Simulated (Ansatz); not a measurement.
The calculation's input:

```
crystal:
  lattice:
    - [2.9139124931, 0.0, 0.0]
    - [0.0, 2.9139124931, 0.0]
    - [0.0, 0.0, 8.7060118323]
  atoms:
    - { symbol: Al, position: [0.0, 0.0, 0.8259563453] }
    - { symbol: Al, position: [0.0, 0.0, 0.1740436547] }
    - { symbol: Al, position: [0.0, 0.0, 0.5] }
    - { symbol: Co, position: [0.5, 0.5, 0.3396694641] }
    - { symbol: Co, position: [0.5, 0.5, 0.6603305359] }
    - { symbol: Ru, position: [0.5, 0.5, 0.0] }
basis:
  ecutwfc: 420
kpoints:
  mp_grid: { grid: [12, 12, 6] }
  band_path:
    path:
      - [[0.0, 0.0, 0.0], [0.0, 0.5, 0.0], [0.5, 0.5, 0.0], [0.0, 0.0, 0.0], [0.0, 0.0, 0.5], [0.0, 0.5, 0.5], [0.5, 0.5, 0.5], [0.0, 0.0, 0.5]]
      - [[0.0, 0.5, 0.0], [0.0, 0.5, 0.5]]
      - [[0.5, 0.5, 0.0], [0.5, 0.5, 0.5]]
    npoints: 14
hamiltonian:
  xc: lda
scf:
  occupations: { method: gaussian, width: 0.1 }
  n_extra_bands: 15
output:
  forces: true
  stress: true
  eigenvalues: true
  populations: true
  dos: { projected: true, de: 0.02, nscf_kmesh: { grid: [15, 15, 8] } }
  bader: true
  write_density: true
  write_potential: true
  elf: true
  volumetric_format: npy
```

Command:

```sh
ansatz run input.yaml --threads 1 --pin off --max-ram 2560MiB --backend cpu --events-out ev --progress --plain --runs-dir out
```

Below, planes, directions and counts refer to the conventional cell (a = 2.91 Å, b = 2.91 Å, c = 8.71 Å, α = 90.00°, β = 90.00°, γ = 90.00°).

Space group P4/mmm; a structure generated by program, which may or may not match a known phase; computed pressure about −11 GPa in this cell; computed without spin polarisation.

Level of theory: Ansatz 0.2.0, DFT LDA, scalar-relativistic, plane waves, PAW.

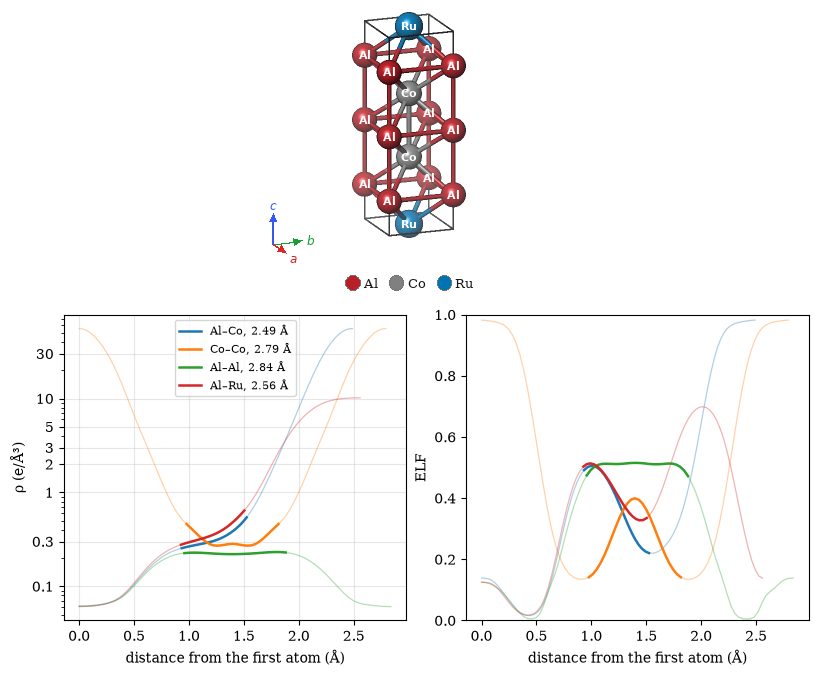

Al$_{3}$Co$_{2}$Ru. Valence pseudo-density and ELF along straight lines between neighbouring atoms. Thin, pale parts lie inside the atomic spheres. The structure is drawn too.

The density is the valence pseudo-density of a PAW calculation; it isn't the true density close to the nuclei.

Q: What can be read from the curves?

A: Al–Co (2.49 Å): ρ is about 0.31 e/Å³ halfway; the ELF is about 0.40 at the midpoint.
Co–Co (2.79 Å): the density is about 0.28 e/Å³ at the midpoint; the ELF is about 0.40 at the midpoint.
Al–Al (2.84 Å): ρ at the midpoint is about 0.22 e/Å³; the ELF reaches about 0.50 near the midpoint.
Al–Ru (2.56 Å): ρ is about 0.38 e/Å³ halfway; the ELF is about 0.40 at the midpoint.
